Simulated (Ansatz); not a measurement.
# Arsenic, simple cubic: r²SCAN0 at the r²SCAN geometry

Aim: see what exact exchange does to the levels, and what it costs. Spin polarisation is left out. The geometry was relaxed under r²SCAN beforehand and is kept. Exact exchange is dear, so the k-mesh is coarse, and r²SCAN is run on the same mesh for comparison.

Program: Ansatz 0.2.0. Level of theory: DFT, plane waves (500 eV) with PBE-made PAW files, scalar-relativistic; functionals as named at each step. These are calculated values, not measurements.

## Step 1: The structure to begin with

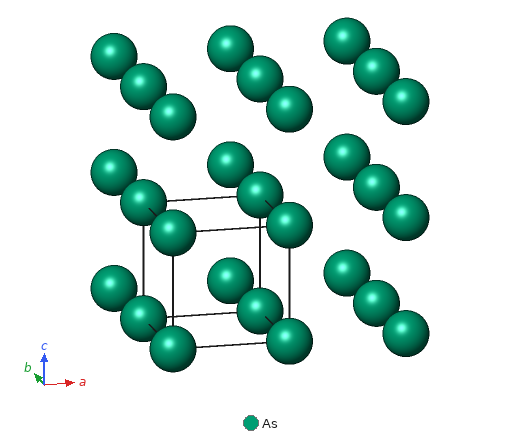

The structure, seen slightly off an axis (arsenic teal). 2×2×2 cells are drawn. Any atoms on the faces are drawn again on the opposite ones.

As a file:

```cif
data_structure
_symmetry_space_group_name_H-M 'Pm-3m'
_symmetry_Int_Tables_number 221
_cell_length_a 2.7081
_cell_length_b 2.7081
_cell_length_c 2.7081
_cell_angle_alpha 90.000
_cell_angle_beta 90.000
_cell_angle_gamma 90.000
_cell_volume 19.86
loop_
_atom_site_label
_atom_site_type_symbol
_atom_site_symmetry_multiplicity
_atom_site_Wyckoff_symbol
_atom_site_fract_x
_atom_site_fract_y
_atom_site_fract_z
_atom_site_occupancy
As1 As 1 a 0.00000 0.00000 0.00000 1
```

## Step 2: r²SCAN on the coarse mesh

The run with r²SCAN.

The input, input.yaml:

```yaml
crystal:
  lattice:
    - [2.7081184491, 0.0, 0.0]
    - [0.0, 2.7081184491, 0.0]
    - [0.0, 0.0, 2.7081184491]
  atoms:
    - { symbol: As, position: [0.0, 0.0, 0.0] }
hamiltonian:
  xc: r2scan
  pseudopotentials:
    kind: paw
    azcp:
      As: "pseudopotentials/As.paw.azcp"
basis:
  ecutwfc: 500
  fft_grid_basis: typed
kpoints:
  mp_grid: { grid: [6, 6, 6], shift: [0, 0, 0] }
magnetization:
  spin_polarized: false
scf:
  occupations: { method: fermi_dirac, width: 0.1 }
```

Launch:

```bash
> ansatz run input.yaml --threads 4 --pin off --max-ram 8192MiB --backend cpu --events-out ev --progress --plain --runs-dir out
```

Log, cut to the lines that bear on the results:

```text
Warning: RAYON_NUM_THREADS=4 ignored (pool sized by the plan → 4); use --threads N
[...]
Pseudopotentials: kind: paw
Pseudopotential: As, paw, valence charge 15, recommended cutoff 500 eV (meta_gga), <dir>
Functional definition: r2SCAN
[...]
Crystal: 1 atoms, lattice volume = 19.861 Å³
Basis set: ecut = 500 eV, 485 PW (Γ), exchange–correlation on 80×80×80 points (64 copies of the dense FFT grid, shifted against one another)
Bands: 12, of which v1, the nominal top of the filled ones, is band 8 counted from 1 (7 counted from 0)
Symmetry: 48 space group operations
Space group: Pm-3m (ITA 221), of the structure as read, at distance tolerance 2.7e-5 Å
k-points: 20 of 216
[...]
SCF iter   1: F=—  HF=-4864.442816 eV  |F-HF|=—  |Δ(HF+E_count)|=         —  Δρ=2.93e-3  dr2=1.64e-3  dr2_τ=7.13e-4  ethr=1.77e-3  ⟨swp⟩=5.3  Hψ=1438  notcnv=0
[...]
SCF iter   6: F=-4864.453205 eV  HF=-4864.453205 eV  |F-HF|=1.91e-11  |Δ(HF+E_count)|=  2.20e-10  Δρ=2.82e-7  dr2=1.19e-11  dr2_τ=4.39e-13  ethr=6.27e-12  ⟨swp⟩=1.0  Hψ=707  notcnv=0
[...]
SCF converged after 6 iterations
Free energy (F): -4864.453205 eV
[...]
E sigma→0 (E₀):  -4864.445493 eV
Entropy (-TS):   -0.015424 eV (-15.424 meV/atom)
Fermi energy:    11.877954 eV
[...]
```

Wall time 0.41 s (4 threads of Arm Neoverse V1, shared host); peak memory 0.27 GiB.

## Step 3: r²SCAN0, coarse mesh

The run with r²SCAN0.

Edit input.yaml of step 2 so:

```diff
@@ -8,3 +8,3 @@
 hamiltonian:
-  xc: r2scan
+  xc: r2scan0
   pseudopotentials:
```

Launch:

```bash
> ansatz run input.yaml --threads 4 --pin off --max-ram 8192MiB --backend cpu --events-out ev --progress --plain --runs-dir out
```

Log, cut to the lines that bear on the results:

```text
Warning: RAYON_NUM_THREADS=4 ignored (pool sized by the plan → 4); use --threads N
[...]
Pseudopotentials: kind: paw
Pseudopotential: As, paw, valence charge 15, recommended cutoff 500 eV (meta_gga), <dir>
Functional definition: r2SCAN0
[...]
Crystal: 1 atoms, lattice volume = 19.861 Å³
Basis set: ecut = 500 eV, 485 PW (Γ), exchange–correlation on 80×80×80 points (64 copies of the dense FFT grid, shifted against one another)
Bands: 12, of which v1, the nominal top of the filled ones, is band 8 counted from 1 (7 counted from 0)
Symmetry: 48 space group operations
Space group: Pm-3m (ITA 221), of the structure as read, at distance tolerance 2.7e-5 Å
k-points: 20 of 216
[...]
SCF iter   1: F=—  HF=-4864.442335 eV  |F-HF|=—  |Δ(HF+E_count)|=         —  Δρ=2.97e-3  dr2=1.60e-3  dr2_τ=7.11e-4  ethr=1.77e-3  ⟨swp⟩=7.4  Hψ=1023  notcnv=0
[...]
Frozen-core exchange: fock
[...]
hybrid outer 2: dexx = +2.578e-7 eV, tail = 1.58e-7 eV, Δε = 5.73e-3 eV (about 7.42e-4 eV left of the loop's levels)
hybrid SCF converged: 2 outer / 6 inner (+7 warm-up), last move |dexx| = 2.58e-7 eV, tail = 1.58e-7 eV
Stability not checked: this state was not tested for a lower state beside it, because the functional holds exact exchange (a hybrid, or Hartree-Fock), whose exchange loop this test does not read (fock_operator; see scf.lower_state_search)
Free energy (F): -4863.491377 eV
Frozen-core exchange: fock
[...]
E sigma→0 (E₀):  -4863.489976 eV
Entropy (-TS):   -0.002803 eV (-2.803 meV/atom)
Fermi energy:    11.913027 eV
[...]
--- Band table (eV; the first three rows and the last of 20) ---
  k-point 0: bands = ["-29.4738", "-29.4738", "-29.3547", "-29.3547", "-29.3547", "-6.1532", "16.6131", "16.6131", "16.6131", "21.2742"]
[...]
  guard bands above this table: 2 of the run's 12 bands. The solve was not asked for them (output.publish_guard_bands: true or output.eigenvalues: true publishes all)
```

Run time: 3.2 s. Hardware: 4 threads of Arm Neoverse V1, shared host; peak memory 0.86 GiB.

## Step 4: The functionals compared

```
functional               gap on the mesh  Fermi energy (eV)  SCF cycles  exchange loops  CPU time
    r²SCAN  none (levels filled in part)             11.878           6               -    0.99 s
   r²SCAN0  none (levels filled in part)             11.913          13               2     9.8 s
```

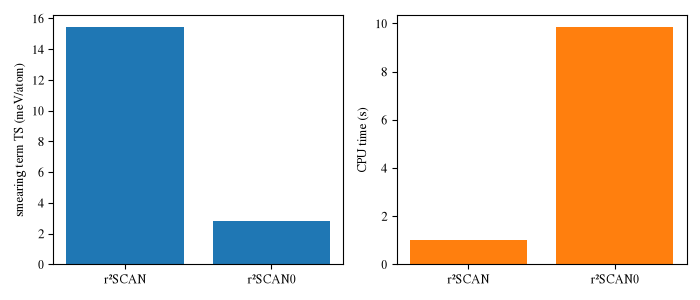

Smearing term and CPU time by functional.

## Step 5: Outcome

```
                              quantity                         value
                           r²SCAN: gap  none (levels filled in part)
                          r²SCAN0: gap  none (levels filled in part)
   r²SCAN0: SCF cycles, exchange loops                         13, 2
 r²SCAN0: CPU time over that of r²SCAN                           9.9
r²SCAN0: relative to grey arsenic (A7)                 +253 meV/atom
```

Neither r²SCAN nor r²SCAN0 shows a clean gap on this mesh. The hybrid took 9.9 times as much CPU time as r²SCAN on the same settings. r²SCAN0 needed 2 outer loops of the exchange operator. The dense-mesh value adds +26.9 meV/atom, the change that r²SCAN shows between the coarse mesh and its own dense run (not shown). Under r²SCAN0 it lies 253 meV/atom above grey arsenic (A7) (computed apart in the same way); on such meshes a few tens of meV are uncertain for metals. The total energies in the logs cannot be compared from one functional to another.
